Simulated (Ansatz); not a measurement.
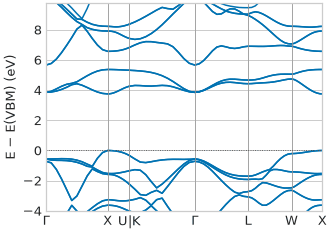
Figure. Band structure from PBE with spin–orbit coupling (plane waves, PAW; program Ansatz)

Question: Read off the gap and where the band edges lie.

Answer: About 3.7 eV (3.75 eV by a search for the band edges); maximum at X, minimum at X.

The material is HfO$_{2}$ (fluorite, space group No. 225).

Space group Fm-3m (fluorite). This is a known high-temperature phase of the composition, computed here at zero pressure and temperature. Symmetry was held in the PBE relaxation. At this level the phase is dynamically unstable (imaginary phonons). The run is not spin-polarised.

Potentials: the later of the program's two PAW sets.
